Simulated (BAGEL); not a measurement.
# CH4BFO (SMILES OCBF) at HF/6-31G(d) (density fitting with qzvpp-jkfit, spherical functions)

What is the energy change on altering one bond length of CH4BFO at HF/6-31G* (density fitting with qzvpp-jkfit, spherical functions)? 

Program for the calculation: BAGEL 1.2.2.

1 further run of the same task is left out (it didn't finish). Runs told in other sessions of the task aren't counted.

## 1. The molecule

CH4BFO: 8 atoms, total charge 0, spin state singlet. As SMILES, `OCBF`. The shape is that of a PBE0-D4/def2-TZVP optimisation. This is one conformer, not always the lowest.

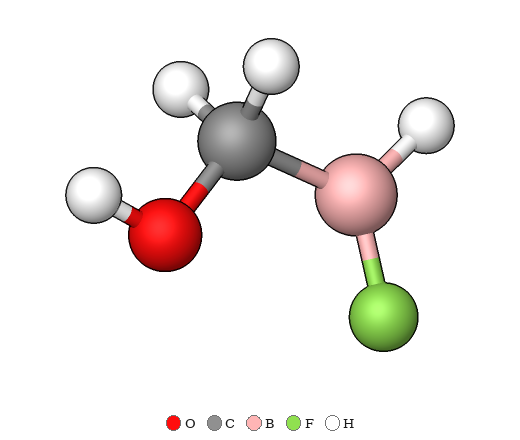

The structure, seen from a chosen angle (oxygen red, carbon grey, boron pink, fluorine green, hydrogen white).

## 2. A single-point energy at HF/6-31G(d) (density fitting with qzvpp-jkfit, spherical functions)

input.json

```json
{ "bagel" : [

{
  "title" : "molecule",
  "basis" : "6-31gs.json",
  "df_basis" : "qzvpp-jkfit",
  "angstrom" : true,
  "geometry" : [
    { "atom" : "O", "xyz" : [      -1.240500,       0.762600,      -0.169300 ] },
    { "atom" : "C", "xyz" : [       0.117900,       0.425000,      -0.013600 ] },
    { "atom" : "B", "xyz" : [       0.368600,      -1.112000,       0.076000 ] },
    { "atom" : "F", "xyz" : [      -0.622900,      -1.976700,       0.007200 ] },
    { "atom" : "H", "xyz" : [      -1.319100,       1.717500,      -0.217300 ] },
    { "atom" : "H", "xyz" : [       0.563100,       0.872000,       0.893700 ] },
    { "atom" : "H", "xyz" : [       0.744200,       0.799800,      -0.843400 ] },
    { "atom" : "H", "xyz" : [       1.481000,      -1.545400,       0.210800 ] }
  ]
},

{
  "title" : "hf"
},

{
  "title" : "print",
  "file" : "orbitals.molden",
  "orbitals" : true
}

]}
```

The basis set 6-31G* is read from a file made from the Basis Set Exchange's data (not shown).

Launch:

```sh
$ BAGEL_NUM_THREADS=1 BAGEL input.json > input.out
```

Output:

```text
* using 1 threads per process

  ===============================================================
  ===============================================================

  *** Geometry ***

  { "atom" : "O", "xyz" : [     -2.344205,      1.441105,     -0.319931 ] },
  { "atom" : "C", "xyz" : [      0.222799,      0.803134,     -0.025700 ] },
  { "atom" : "B", "xyz" : [      0.696553,     -2.101375,      0.143619 ] },
  { "atom" : "F", "xyz" : [     -1.177110,     -3.735422,      0.013606 ] },
  { "atom" : "H", "xyz" : [     -2.492738,      3.245605,     -0.410637 ] },
  { "atom" : "H", "xyz" : [      1.064105,      1.647841,      1.688848 ] },
  { "atom" : "H", "xyz" : [      1.406334,      1.511403,     -1.593795 ] },
  { "atom" : "H", "xyz" : [      2.798684,     -2.920383,      0.398354 ] },

  Number of auxiliary basis functions:      376

  Since a DF basis is specified, we compute 2- and 3-index integrals:
    o Being stored without compression. Storage requirement is 0.012 GB

  Number of basis functions:       64
  Number of electrons      :       32

    * METHOD: MOLECULE                             0.12

  *** RHF ***

  === Nuclear Repulsion ===
   111.2266166748

      * DIIS with orbital gradients will be used.

  === RHF iteration (6-31gs.json) ===
      0       -238.99918619          0.02638312           0.02
      1       -239.14118597          0.01588569           0.02
      2       -239.20870784          0.00201479           0.02
      3       -239.21020290          0.00042131           0.02
      4       -239.21026472          0.00010622           0.02
      5       -239.21027022          0.00002955           0.02
      6       -239.21027066          0.00001205           0.02
      7       -239.21027073          0.00000318           0.02
      8       -239.21027073          0.00000092           0.02
      9       -239.21027073          0.00000036           0.02
     10       -239.21027073          0.00000014           0.02
     11       -239.21027073          0.00000004           0.02
     12       -239.21027073          0.00000002           0.02
     13       -239.21027073          0.00000001           0.02
    * SCF iteration converged.

    * Permanent dipole moment:
           (   -0.735508,    -0.863126,    -0.041083) a.u.

    * METHOD: HF                                   0.40

    * METHOD: PRINT                                0.01

  ===============================================================
```

It took 0.66 s on 1 thread of Arm Neoverse V1, shared host.

## 3. The distorted shape, same level

hf.json

```json
{ "bagel" : [

{
  "title" : "molecule",
  "basis" : "6-31gs.json",
  "df_basis" : "qzvpp-jkfit",
  "angstrom" : true,
  "geometry" : [
    { "atom" : "O", "xyz" : [      -1.216922,       0.476160,      -0.154902 ] },
    { "atom" : "C", "xyz" : [       0.141478,       0.138560,       0.000798 ] },
    { "atom" : "B", "xyz" : [       0.392178,      -1.398440,       0.090398 ] },
    { "atom" : "F", "xyz" : [      -0.599322,      -2.263140,       0.021598 ] },
    { "atom" : "H", "xyz" : [      -1.319100,       1.717500,      -0.217300 ] },
    { "atom" : "H", "xyz" : [       0.586678,       0.585560,       0.908098 ] },
    { "atom" : "H", "xyz" : [       0.767778,       0.513360,      -0.829002 ] },
    { "atom" : "H", "xyz" : [       1.504578,      -1.831840,       0.225198 ] }
  ]
},

{
  "title" : "hf"
},

{
  "title" : "print",
  "file" : "orbitals.molden",
  "orbitals" : true
}

]}
```

The basis set 6-31G* is read from a file made from the Basis Set Exchange's data (not shown).

Launch:

```sh
$ BAGEL_NUM_THREADS=1 BAGEL hf.json > hf.out
```

Output:

```text
* using 1 threads per process

  ===============================================================
  ===============================================================

  *** Geometry ***

  { "atom" : "O", "xyz" : [     -2.299649,      0.899812,     -0.292722 ] },
  { "atom" : "C", "xyz" : [      0.267355,      0.261840,      0.001508 ] },
  { "atom" : "B", "xyz" : [      0.741109,     -2.642669,      0.170827 ] },
  { "atom" : "F", "xyz" : [     -1.132554,     -4.276715,      0.040814 ] },
  { "atom" : "H", "xyz" : [     -2.492738,      3.245605,     -0.410637 ] },
  { "atom" : "H", "xyz" : [      1.108661,      1.106548,      1.716057 ] },
  { "atom" : "H", "xyz" : [      1.450890,      0.970110,     -1.566587 ] },
  { "atom" : "H", "xyz" : [      2.843240,     -3.461676,      0.425563 ] },

  Number of auxiliary basis functions:      376

  Since a DF basis is specified, we compute 2- and 3-index integrals:
    o Being stored without compression. Storage requirement is 0.012 GB

  Number of basis functions:       64
  Number of electrons      :       32

    * METHOD: MOLECULE                             0.12

  *** RHF ***

  === Nuclear Repulsion ===
   109.8632506546

      * DIIS with orbital gradients will be used.

  === RHF iteration (6-31gs.json) ===
      0       -238.92564556          0.02724181           0.02
      1       -239.06853991          0.01783709           0.02
      2       -239.15595891          0.00225252           0.02
      3       -239.15793976          0.00056997           0.02
      4       -239.15806398          0.00018266           0.02
      5       -239.15808111          0.00005831           0.02
      6       -239.15808300          0.00002305           0.02
      7       -239.15808337          0.00000513           0.02
      8       -239.15808339          0.00000139           0.02
      9       -239.15808339          0.00000059           0.02
     10       -239.15808339          0.00000025           0.02
     11       -239.15808339          0.00000009           0.02
     12       -239.15808339          0.00000003           0.02
     13       -239.15808339          0.00000001           0.02
     14       -239.15808339          0.00000000           0.02
    * SCF iteration converged.

    * Permanent dipole moment:
           (   -0.750908,    -0.903730,    -0.040990) a.u.

    * METHOD: HF                                   0.43

    * METHOD: PRINT                                0.01

  ===============================================================
```

It took 0.68 s on 1 thread of Arm Neoverse V1, shared host.

## 4. What came out

At HF/6-31G* (density fitting with qzvpp-jkfit, spherical functions):

| quantity | value |
| --- | --- |
| first shape: total energy | -239.21027 Eh |
| first shape: dipole moment | 2.88 D |
| first shape: HOMO energy | -12.25 eV |
| first shape: LUMO energy | 3.94 eV |
| first shape: HOMO–LUMO gap | 16.20 eV |
| distorted shape: total energy | -239.15808 Eh |
| distorted shape: dipole moment | 2.99 D |
| distorted shape: HOMO energy | -12.11 eV |
| distorted shape: LUMO energy | 3.94 eV |
| distorted shape: HOMO–LUMO gap | 16.05 eV |
| energy change with the O1–H5 bond stretched from 0.959 to 1.247 Å | 1.420 eV |

With the O1–H5 bond stretched from 0.959 to 1.247 Å the energy rises by 1.42 eV (33 kcal/mol). The first shape isn't relaxed at this level, so the change isn't measured from a minimum.
